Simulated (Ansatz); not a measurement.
## CsSbSe3 (model cell, started as cubic perovskite with Sb in the octahedra): following an unstable mode

Which phase does CsSbSe3 (model cell, started as cubic perovskite with Sb in the octahedra) fall into along its unstable mode, and how much energy does it gain?

Main program and level: Ansatz 0.2.0; DFT PBEsol, scalar-relativistic, plane waves, PAW; PAW set soft_1.

The structure was built from a prototype and need not be the compound's stable phase.

**1. The starting structure**

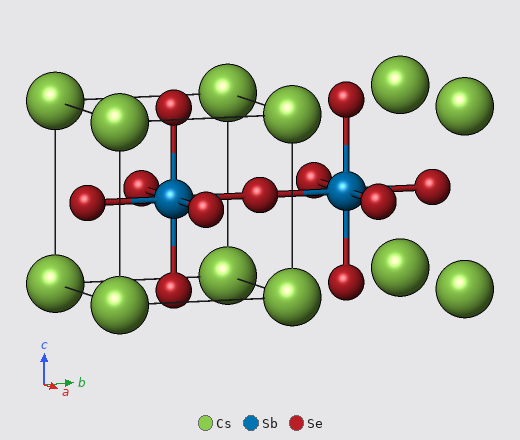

Start, viewed slightly off an axis; caesium green, antimony blue, selenium red. 1×2×1 cells are drawn. Some periodic images of atoms are drawn too.

**2. The dispersion**

The cell comes from relaxations at this level that are not shown. Stability and thermal properties need the whole zone. Linear response on a 2×2×2 q mesh gives force constants as far as a supercell of that size would.

File input.yaml:

```yaml
crystal:
  lattice:
    - [5.3818518704, 0.0, 0.0]
    - [0.0, 5.3818518704, 0.0]
    - [0.0, 0.0, 5.3818518704]
  atoms:
    - { symbol: Cs, position: [0.0, 0.0, 0.0] }
    - { symbol: Sb, position: [0.5, 0.5, 0.5] }
    - { symbol: Se, position: [0.5, 0.5, 0.0] }
    - { symbol: Se, position: [0.5, 0.0, 0.5] }
    - { symbol: Se, position: [0.0, 0.5, 0.5] }
kpoints:
  mp_grid: { grid: [8, 8, 8] }
hamiltonian:
  xc: pbesol
  pseudopotentials: { kind: paw, azcp: { folder: soft_1 }, xc_functional: pbe }
scf:
  occupations: { method: methfessel_paxton, width: 0.2 }
output:
  eigenvalues: true
phonons:
  method: dfpt
  qmesh: [2, 2, 2]
  temperatures: { t_max: 1000, t_step: 50 }
  qpath:
    path:
      - [[0.0, 0.0, 0.0], [0.0, 0.5, 0.0], [0.5, 0.5, 0.0], [0.0, 0.0, 0.0], [0.5, 0.5, 0.5], [0.0, 0.5, 0.0]]
      - [[0.5, 0.5, 0.5], [0.5, 0.5, 0.0]]
    npoints: 10
```

Command:

```bash
$ ansatz run input.yaml --threads 8 --pin off --max-ram 16384MiB --backend cpu --events-out ev --progress --plain --runs-dir out
```

Numbers of over 12 decimals in the logs are rounded to 6 here.

The program printed:

```text
Engine: ansatz 0.2.0, aarch64-unknown-linux-gnu
Pseudopotentials: kind: paw
Pseudopotential: Cs, paw, valence charge 9, recommended cutoff 420 eV (normal), soft_1/Cs.paw.azcp
Pseudopotential: Sb, paw, valence charge 15, recommended cutoff 420 eV (normal), soft_1/Sb.paw.azcp
Pseudopotential: Se, paw, valence charge 16, recommended cutoff 420 eV (normal), soft_1/Se.paw.azcp
Functional definition: PBEsol
  exchange = pbesol_x
  correlation = pbesol_c
Crystal: 5 atoms, lattice volume = 155.882 Å³
Basis set: ecut = 420 eV, 2969 PW (Γ), exchange–correlation on 72×72×72 points (8 copies of the dense FFT grid, shifted against one another)
Bands: 44, of which v1, the nominal top of the filled ones, is band 36 counted from 1 (35 counted from 0)
Symmetry: 48 space group operations
k-points: 35 of 512
Non-local potential: Cs, projectors of the file, l = 0: 3, l = 1: 2, l = 2: 2, l = 3: 2
Non-local potential: Sb, projectors of the file, l = 0: 2, l = 1: 2, l = 2: 2, l = 3: 1
Non-local potential: Se, projectors of the file, l = 0: 2, l = 1: 2, l = 2: 3, l = 3: 1
PAW form: soft (Blöchl's): semilocal exchange-correlation on the pseudo side does not see the compensation charge
PAW frozen core: Cs, regenerated for the run's functional, and the local potential with it (the file was generated under x = pbe(κ = 0.804, μ = 0.219515), c = pbe(β = 0.066725))
PAW frozen core: Sb, regenerated for the run's functional, and the local potential with it (the file was generated under x = pbe(κ = 0.804, μ = 0.219515), c = pbe(β = 0.066725))
PAW frozen core: Se, regenerated for the run's functional, and the local potential with it (the file was generated under x = pbe(κ = 0.804, μ = 0.219515), c = pbe(β = 0.066725))
PAW one-centre angular grid: Cs, 194 points (default); XC on 64 Gauss nodes
PAW one-centre angular grid: Sb, 590 points (default); XC on 64 Gauss nodes
PAW one-centre angular grid: Se, 590 points (default); XC on 64 Gauss nodes
Initial density: superposition of atomic densities (chi_scale 0.1, normalization cell, long waves kept (reshape's long-wave potential 0.00 eV rms))
Initial wavefunctions: pseudopotential atomic-orbital guess
Functional: x = pbesol(κ = 0.804, μ = 0.123457), c = pbesol(β = 0.046)
SCF iter   1: F=—  HF=-28269.915602 eV  |F-HF|=—  |Δ(HF+E_count)|=         —  Δρ=3.03e-2  dr2=3.71e0  ethr=3.10e-3  ⟨swp⟩=8.1  Hψ=6602  notcnv=0
preconditioner: auto → LDOS  [metal: Δε(μ)=0.078 eV  Ē_g=9.919 eV  σ=0.200 eV  W_gap=0.32  n_scr=32 (ndim 8)  ℏωp=16.3 eV  f_vac=0.024  D(μ)=3.85/eV (n_scr^D=26)  β→1.0]
SCF iter   2: F=—  HF=-28268.346026 eV  |F-HF|=—  |Δ(HF+E_count)|=    1.57e0  S|Δr|=    0.00e0  Δρ=1.18e-2  dr2=2.24e-1  ethr=3.10e-3  ⟨swp⟩=4.1  Hψ=2859  notcnv=0  defer=68
SCF iter   3: F=—  HF=-28268.293604 eV  |F-HF|=—  |Δ(HF+E_count)|=   5.24e-2  S|Δr|=    0.00e0  Δρ=2.41e-3  dr2=1.20e-2  ethr=3.10e-4  ⟨swp⟩=2.1  Hψ=3175  notcnv=0  defer=67
SCF iter   4: F=—  HF=-28268.286106 eV  |F-HF|=—  |Δ(HF+E_count)|=   7.50e-3  S|Δr|=    0.00e0  Δρ=5.91e-4  dr2=6.08e-4  ethr=1.67e-5  ⟨swp⟩=2.0  Hψ=2878  notcnv=0  defer=67
SCF iter   5: F=—  HF=-28268.286030 eV  |F-HF|=—  |Δ(HF+E_count)|=   7.61e-5  S|Δr|=    0.00e0  Δρ=1.98e-4  dr2=8.97e-5  ethr=8.45e-7  ⟨swp⟩=2.0  Hψ=2730  notcnv=0  defer=67
SCF iter   6: F=—  HF=-28268.286060 eV  |F-HF|=—  |Δ(HF+E_count)|=   2.97e-5  S|Δr|=    0.00e0  Δρ=6.32e-5  dr2=7.58e-6  ethr=1.25e-7  ⟨swp⟩=3.0  Hψ=3027  notcnv=0  defer=67
SCF iter   7: F=—  HF=-28268.286063 eV  |F-HF|=—  |Δ(HF+E_count)|=   3.05e-6  S|Δr|=    0.00e0  Δρ=1.22e-5  dr2=2.67e-7  ethr=1.05e-8  ⟨swp⟩=2.0  Hψ=2205  notcnv=0  defer=67
SCF iter   8: F=—  HF=-28268.286063 eV  |F-HF|=—  |Δ(HF+E_count)|=   2.08e-7  S|Δr|=    0.00e0  Δρ=1.79e-6  dr2=3.66e-9  ethr=3.71e-10  ⟨swp⟩=2.3  Hψ=2622  notcnv=0  defer=67
SCF iter   9: F=—  HF=-28268.286063 eV  |F-HF|=—  |Δ(HF+E_count)|=   2.23e-9  S|Δr|=    0.00e0  Δρ=3.40e-7  dr2=1.46e-10  ethr=5.08e-12  ⟨swp⟩=2.0  Hψ=2558  notcnv=0  defer=67
SCF iter  10: F=-28268.286063 eV  HF=-28268.286063 eV  |F-HF|=1.82e-11  |Δ(HF+E_count)|=  2.07e-10  S|Δr|=    0.00e0  Δρ=4.81e-8  dr2=4.17e-12  ethr=1.00e-12  ⟨swp⟩=14.7  Hψ=9280  notcnv=0
SCF 1 converged in 10 iterations: F = -28268.286063 eV  dr2 = 4.17e-12
  greatest PAW one-centre occupation: 1.000 electrons in one spin orbital (limit 2), on the Se atom at site 4 (counted from 0), in its partial waves of l = 2
Initial density: read from a saved state, or passed on in memory by an earlier SCF of this step, an earlier step, the calling program or the single point that the run made first
iter 1 solved again at ethr=1.91e-7 eV; its pass at ethr=3.10e-3 eV (dr2=1.38e-4 eV) is discarded
SCF iter   1: F=—  HF=-28268.286065 eV  |F-HF|=—  |Δ(HF+E_count)|=         —  Δρ=4.18e-7  dr2=2.42e-10  ethr=1.91e-7  ⟨swp⟩=3.3  Hψ=10367  notcnv=0
eigensolver tolerance schedule: the retry pair's looser diagonalisation over-reported the residual by 568886.87 of it (diagonalisation noise at an unbounded share of the residual, at the tolerance the schedule requests for it); recorded, not acted on — ethr = c·dr2/N_el stays at c = 1.0e-1
preconditioner: auto → LDOS  [metal: Δε(μ)=0.004 eV  Ē_g=10.031 eV  σ=0.200 eV  W_gap=0.02  n_scr=32 (ndim 8)  ℏωp=16.3 eV  f_vac=0.038  D(μ)=4.27/eV (n_scr^D=26)  β→1.0]
SCF iter   2: F=—  HF=-28268.286063 eV  |F-HF|=—  |Δ(HF+E_count)|=   1.97e-6  S|Δr|=    0.00e0  Δρ=4.18e-7  dr2=2.62e-10  ethr=1.00e-12  ⟨swp⟩=4.2  Hψ=4632  notcnv=0
SCF iter   3: F=—  HF=-28268.286063 eV  |F-HF|=—  |Δ(HF+E_count)|=  9.46e-11  S|Δr|=    0.00e0  Δρ=2.13e-7  dr2=5.71e-11  ethr=1.00e-12  ⟨swp⟩=3.0  Hψ=2880  notcnv=0
SCF iter   4: F=—  HF=-28268.286063 eV  |F-HF|=—  |Δ(HF+E_count)|=  7.28e-12  S|Δr|=    0.00e0  Δρ=1.36e-7  dr2=2.32e-11  ethr=1.00e-12  ⟨swp⟩=1.0  Hψ=1540  notcnv=0
SCF iter   5: F=-28268.286063 eV  HF=-28268.286063 eV  |F-HF|=1.46e-11  |Δ(HF+E_count)|=    0.00e0  S|Δr|=    0.00e0  Δρ=7.08e-8  dr2=6.47e-12  ethr=1.00e-12  ⟨swp⟩=3.5  Hψ=4830  notcnv=0
SCF 2 converged in 5 iterations: F = -28268.286063 eV  dr2 = 6.47e-12
phonons: the bands overlap, so this run is a metal and interpolates without the dipole-dipole term. If the crystal is really an insulator or semiconductor, its LO-TO splitting is missing
NSCF: frozen V_eff on 35 k-points
NSCF: frozen V_eff on 125 k-points
DFPT response loops at q = (0, 0, 0) (fractional): preconditioner auto → Kerker (q_TF=auto, 2.399 Å⁻¹) (partly filled bands, converged f_vac=0.038); β = 1.00, the filter's whole step (`scf.mixing.beta` (0.50) is not read by the response loops under this deck's `scf.mixing.preconditioner`; to damp them name `kerker` or `kerker_dos`, under which they read `scf.mixing.beta`, and type it under 1.00, their step now; both keys bind the ground state too); Broyden in place of MSR1
NSCF: frozen V_eff on 250 k-points
DFPT response loops at q = (0, 0, -0.5) (fractional): mixed as the last ones told, above
NSCF: frozen V_eff on 250 k-points
DFPT response loops at q = (0, -0.5, -0.5) (fractional): mixed as the last ones told, above
NSCF: frozen V_eff on 250 k-points
DFPT response loops at q = (-0.5, -0.5, -0.5) (fractional): mixed as the last ones told, above
SCF converged after 10 iterations
Stability not checked: this state was not tested for a lower state beside it, because cold or Methfessel-Paxton smearing, or corrected tetrahedra, fill the levels in a way that the test cannot read (fill_not_monotonic; see scf.lower_state_search)
Free energy (F): -28268.286063 eV
Harris-Foulkes:  -28268.286063 eV  (|F-HF|=1.82e-11)
Internal energy: -28268.291537 eV  (E = F + TS)
E sigma→0 (E₀):  -28268.287432 eV
Entropy (-TS):   0.005474 eV (1.095 meV/atom)
Fermi energy:    6.202069 eV
--- Per-component energies (eV) ---
  E_band       = -1450.853443
  E_kinetic    = 638.511276
  E_local      = -11211.535632  (includes V_loc(G=0)·N_el)
  E_nonlocal   = -642.268341
  E_hartree    = 5598.393738
  E_xc         = -529.254816
  E_vxc        = -498.309736  (∫ρ·V_xc dr)
  E_paw        = -15704.248959  (= ΣΔE_a)
  E_vpaw       = -934.037462  (= ΣTr[D̂ρ^β])
  E_aug_tail   = -0.001098  (compensation charges beyond the density's cutoff)
  E_ewald      = -6421.389080
  E_core_change = 3.501375  (= ΣΔE_core)
  E_smearing   = 0.005474  (= −TS)
  E_closure    = -0.000000  (closes the sum)
  Σ components = -28268.286063   (vs F -28268.286063, Δ=0.00e0)
--- Band table (eV; the first three rows and the last of 35) ---
  k-point 0: bands = [... 32 lower, 5.5994, 5.5994, 5.9322, 5.9322, 5.9322, 10.5422, 10.6744, 10.6744, ... 4 higher]
  k-point 1: bands = [... 32 lower, 5.5354, 5.5354, 5.8304, 5.8718, 5.8718, 10.8108, 10.8250, 10.9024, ... 4 higher]
  k-point 2: bands = [... 32 lower, 5.3849, 5.3849, 5.6739, 5.7411, 5.7411, 10.9344, 11.1713, 11.3238, ... 4 higher]
  k-point 34: bands = [... 32 lower, 5.1016, 6.6811, 6.6811, 6.6811, 6.9566, 6.9566, 6.9566, 8.8366, ... 4 higher]
--- Phonons (Γ-DFPT): 4 representative perturbations + reference (Σ response iterations 12) ---
  ASR residual: 2.033e-4 → 0.000e0 eV/Å²; symmetrization residual: 2.284e-5 eV/Å²
  ASR residual per site (eV/Å²): 5.86e-5 9.45e-5 2.03e-4 2.03e-4 2.03e-4
  Γ frequencies (cm⁻¹): -65.66 -65.66 -65.66 0.00 0.00 0.00 17.45 17.45 17.45 65.69 65.69 65.69 96.85 96.85 96.85
--- Phonons (arbitrary-q DFPT): 4 irreducible q on the 2×2×2 mesh ---
  q = [0.0000, 0.0000, 0.0000] (star 1, of the zone-centre solve; hermiticity 2.38e-5, symmetrization 4.33e-11): -65.66 -65.66 -65.66 -0.00 0.00 0.00 17.45 17.45 17.45 65.69 65.69 65.69 96.85 96.85 96.85
  q = [0.0000, 0.0000, -0.5000] (star 3, 9 solved perturbations in 975 linear systems a pass and spin channel, the states on 125 of 512 k-point pairs; hermiticity 4.95e-6, symmetrization 1.05e-7): -67.88 -63.39 -49.73 -49.73 -42.90 -42.90 38.82 38.82 54.01 59.13 59.13 106.59 106.59 129.25 142.72
  q = [0.0000, -0.5000, -0.5000] (star 3, 9 solved perturbations in 975 linear systems a pass and spin channel, the states on 125 of 512 k-point pairs; hermiticity 1.02e-5, symmetrization 1.24e-7): -65.40 -65.40 -34.52 -34.35 -34.35 -6.31 32.50 50.38 58.89 58.89 110.91 131.46 131.46 134.31 152.67
  q = [-0.5000, -0.5000, -0.5000] (star 1, 4 solved perturbations in 350 linear systems a pass and spin channel, the states on 125 of 512 k-point pairs; hermiticity 1.66e-6, symmetrization 5.10e-8): -57.53 -57.53 -57.53 33.60 33.60 33.60 61.24 61.24 61.24 132.35 132.35 132.35 134.07 134.07 165.47
  sum rule: each row above includes the acoustic sum rule's correction from the zone centre's row sums; it moved no ω² by more than (0.84 cm⁻¹)²
  mesh force constants: q→R imaginary residual 5.22e-18; ASR residual 2.033e-4 → 0.000e0 eV/Å²; symmetrization residual 5.329e-15 eV/Å²
  interpolated dispersion: 62 rows × 15 modes
  density of states and harmonic sums: on the 12×12×12 q-mesh, interpolated from the force constants of a 2×2×2 supercell (no non-analytic term)
  largest difference from the sums on the solved wave vectors: F 7.66e-3 eV, S 1.58e-5 and C_V 8.80e-6 eV/K
  zero-point energy: 0.050538 eV/cell   skipped modes (ω ≤ 0): 453, of them read as no rigid motion or as one in doubt: 450 (5.529e0 modes/cell left out, lowest -67.88 cm⁻¹)   left out of the sums: 3.69e-1 of the cell's modes: C_V's classical limit lies that fraction below 3 k_B per atom; for a crystal, a wire or a layer, F and S can be off by more, and a phonons.interpolated_qmesh denser along its periods is the remedy for the sampling
```

Run time: 4.2 min. Hardware: 8 threads of Arm Neoverse V2, shared host; peak memory 2.5 GiB; 32 min of CPU time.

The column dr2 measures how far the density is from self-consistency, as an energy; F and HF (Harris–Foulkes) agree once it is small.

This step gave:

```
volume per atom                                         : 31.18 Å³
gap on the k-mesh                                       : 0 eV
sum-rule residual before enforcement                    : 2.03e-4 eV/Å²
lowest frequency on the path                            : -67.88 cm⁻¹
point group                                             : m-3m
highest frequency on the path or at a solved wavevector : 165.5 cm⁻¹
highest optical mode at the zone centre (no LO-TO term) : 96.85 cm⁻¹
lowest optical zone-centre mode                         : -65.66 cm⁻¹
lowest mode on the q mesh (acoustic modes at Γ apart)   : -67.88 cm⁻¹
```

Frequencies (cm⁻¹) solved at each irreducible wavevector; negative means imaginary. Frequencies by wavevector, by row:

| q in reciprocal lattice units | star | mode 1 | mode 2 | mode 3 | mode 4 | mode 13 | mode 14 | mode 15 |
| --- | --- | --- | --- | --- | --- | --- | --- | --- |
| 0 0 0 | 1 | -65.7 | -65.7 | -65.7 | 0 | 96.8 | 96.8 | 96.8 |
| 0 0 -0.5 | 3 | -67.9 | -63.4 | -49.7 | -49.7 | 106.6 | 129.2 | 142.7 |
| 0 -0.5 -0.5 | 3 | -65.4 | -65.4 | -34.5 | -34.4 | 131.5 | 134.3 | 152.7 |
| -0.5 -0.5 -0.5 | 1 | -57.5 | -57.5 | -57.5 | 33.6 | 134.1 | 134.1 | 165.5 |

Interpolated from a 2×2×2 q mesh. Phonon branches along the path, in cm⁻¹:

| point | branch 1 | branch 2 | branch 3 | branch 4 | branch 12 | branch 13 | branch 14 | branch 15 |
| --- | --- | --- | --- | --- | --- | --- | --- | --- |
| Γ | -66 | -66 | -66 | 0 | 66 | 97 | 97 | 97 |
| X | -68 | -63 | -50 | -50 | 107 | 107 | 129 | 143 |
| M | -65 | -65 | -34 | -34 | 132 | 132 | 134 | 153 |
| Γ | -66 | -66 | -66 | 0 | 66 | 97 | 97 | 97 |
| R | -58 | -58 | -58 | 34 | 132 | 134 | 134 | 166 |
| X | -68 | -63 | -50 | -50 | 107 | 107 | 129 | 143 |
| jump to R | -58 | -58 | -58 | 34 | 132 | 134 | 134 | 166 |
| M | -65 | -65 | -34 | -34 | 132 | 132 | 134 | 153 |

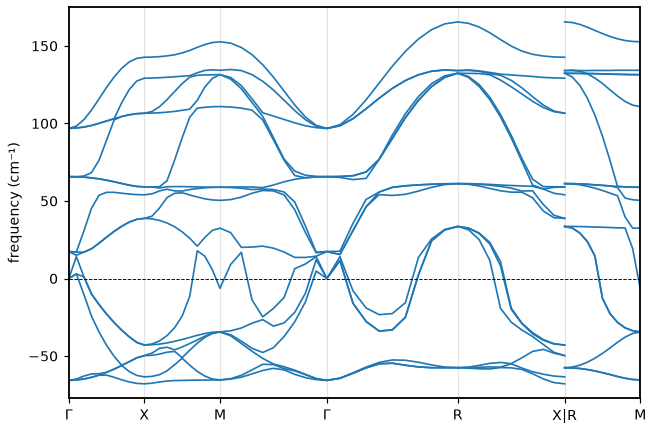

Phonon branches along the path.

Symmetry leaves 4 wavevectors to solve. The lowest mode among them, the acoustic zeros apart, lies at q = (0, 0, -0.5) and is imaginary, 67.9i cm⁻¹, so the energy falls along it.

**3. The mode frozen in, largest atomic shift 0 Å**

The mode followed lies at Γ with frequency 65.7i cm⁻¹ and is 3-fold degenerate, one of the unstable modes though not the softest. At small amplitude the distorted cell has space group no. 38 by a symmetry search on the positions. The undistorted cell that holds it gives the zero of energy on the same k mesh.

input.yaml, the sections that differ from step 2:

```yaml
output:
  forces: true
  stress: true
  eigenvalues: true
# crystal, kpoints, hamiltonian, scf: as in step 2
# phonons: removed
```

The program printed:

```text
[...]
Crystal: 5 atoms, lattice volume = 155.882 Å³
Basis set: ecut = 420 eV, 2969 PW (Γ), exchange–correlation on 72×72×72 points (8 copies of the dense FFT grid, shifted against one another)
Bands: 44, of which v1, the nominal top of the filled ones, is band 36 counted from 1 (35 counted from 0)
Symmetry: 48 space group operations
[...]
k-points: 35 of 512
[...]
k-point 0: bands = [... 32 lower, 5.5994, 5.5994, 5.9322, 5.9322, 5.9322, 10.5422, 10.6744, 10.6744, ... 4 higher]
  k-point 1: bands = [... 32 lower, 5.5354, 5.5354, 5.8304, 5.8718, 5.8718, 10.8108, 10.8250, 10.9024, ... 4 higher]
  k-point 2: bands = [... 32 lower, 5.3849, 5.3849, 5.6739, 5.7411, 5.7411, 10.9345, 11.1713, 11.3238, ... 4 higher]
  k-point 34: bands = [... 32 lower, 5.1016, 6.6811, 6.6811, 6.6811, 6.9567, 6.9567, 6.9567, 8.8367, ... 4 higher]
[key lines of the parts left out:]
SCF converged after 8 iterations
Free energy (F): -28268.286063 eV
Fermi energy:    6.202093 eV
P = ⅓ Tr σ = -0.0008 GPa (-0.008 kbar)
```

Wall time 2.1 s (8 threads); peak memory 0.72 GiB; 15 s of CPU time.

This step gave:

```yaml
pressure: -8.36e-4 GPa
energy_from_the_undistorted_cell: 0 meV/atom
```

The run ends at a pressure of 0.00 GPa.

**4. The mode frozen in, largest atomic shift 0.45 Å**

The atoms are moved along the unstable eigenvector, the largest shift by 0.45 Å, with the cell fixed.

input.yaml, the sections that differ from step 3:

```yaml
crystal:
  lattice:
    - [5.3818518704, 0.0, 0.0]
    - [0.0, 5.3818518704, 0.0]
    - [0.0, 0.0, 5.3818518704]
  atoms:
    - { symbol: Cs, position: [0.0, 0.0149221336, 0.0149221336] }
    - { symbol: Sb, position: [0.5, 0.4408757321, 0.4408757321] }
    - { symbol: Se, position: [0.5, 0.546220466, -0.0263946879] }
    - { symbol: Se, position: [0.5, -0.0263946879, 0.546220466] }
    - { symbol: Se, position: [0.0, 0.546220466, 0.546220466] }
# kpoints, hamiltonian, scf, output: as in step 3
```

The program printed:

```text
[...]
Crystal: 5 atoms, lattice volume = 155.882 Å³
Basis set: ecut = 420 eV, 2969 PW (Γ), exchange–correlation on 72×72×72 points (8 copies of the dense FFT grid, shifted against one another)
Bands: 44, of which v1, the nominal top of the filled ones, is band 36 counted from 1 (35 counted from 0)
Symmetry: 4 space group operations
[...]
k-points: 105 of 512 (time reversal used)
[...]
k-point 0: bands = [... 32 lower, 5.7044, 5.7580, 5.9722, 6.0543, 6.1580, 9.3252, 9.3504, 10.5436, ... 4 higher]
  k-point 1: bands = [... 32 lower, 5.6142, 5.6189, 5.8638, 6.0876, 6.0882, 9.5040, 9.5343, 10.7319, ... 4 higher]
  k-point 2: bands = [... 32 lower, 5.3981, 5.4188, 5.7600, 5.9484, 6.0324, 9.8376, 9.9699, 11.1336, ... 4 higher]
  k-point 104: bands = [... 32 lower, 5.3947, 6.4390, 6.5913, 6.7874, 6.8549, 7.6491, 8.4511, 8.8972, ... 4 higher]
[key lines of the parts left out:]
SCF converged after 9 iterations
Free energy (F): -28268.455502 eV
Fermi energy:    6.401730 eV
P = ⅓ Tr σ = -0.8082 GPa (-8.082 kbar)
```

Run time: 9.8 s. Hardware: 8 threads; peak memory 0.89 GiB.

This step gave:

- pressure: -0.8082 GPa
- energy from the undistorted cell: -33.72 meV/atom

The energy, extrapolated to zero smearing, is -33.72 meV/atom against the undistorted cell.

The run ends at a pressure of -0.81 GPa, with forces up to 0.18 eV/Å.

**5. Energy along the mode, all amplitudes (two of the runs are shown above)**

An imaginary frequency means negative curvature, so the energy should fall and then rise again as anharmonic terms take over.

Numbers from this step:

```
depth at the lowest point sampled  : 33.72 meV/atom
largest atomic shift at that point : 0.45 Å
```

Energy from the parent against largest atomic shift:

| largest atomic shift (Å) | energy from the parent (meV/atom) |
| --- | --- |
| 0.000 | 0 |
| 0.040 | -0.618 |
| 0.080 | -2.43 |
| 0.140 | -7.12 |
| 0.220 | -15.9 |
| 0.320 | -27.4 |
| 0.450 | -33.7 |
| 0.600 | -14.1 |

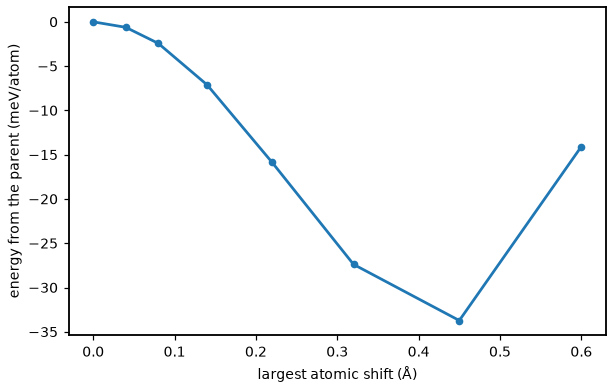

Energy from the parent, plotted against largest atomic shift.

Displacement at unit largest shift by atom:

| atom | x (Å) | y (Å) | z (Å) | size |
| --- | --- | --- | --- | --- |
| Cs1 | 0.000 | 0.178 | 0.178 | 0.252 |
| Sb2 | 0.000 | -0.707 | -0.707 | 1.000 |
| Se3 | 0.000 | 0.553 | -0.316 | 0.637 |
| Se4 | 0.000 | -0.316 | 0.553 | 0.637 |
| Se5 | 0.000 | 0.553 | 0.553 | 0.782 |

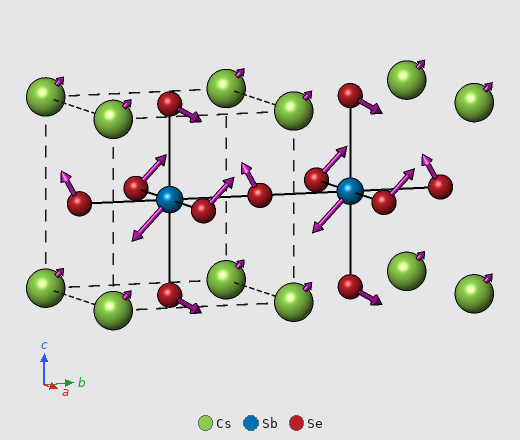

Displacement at unit largest shift as arrows, the longest 1.000 Å. 1×2×1 cells are drawn. Some periodic images of atoms are drawn too.

The lowest of the steps tried is at 0.45 Å, 33.7 meV/atom below the parent; the bottom of the well need not coincide with a step.

[end of part 1 of 3]

[Logs are printed without paths, hosts, clocks, repeated set-up lines and the standing remarks that a program may print on its own settings, such as how far it seeks lower states.]

[Hosts, paths, dates, database ids (printed as entryN), source tags and the programs' standing remarks are cut or masked in the printed files.]
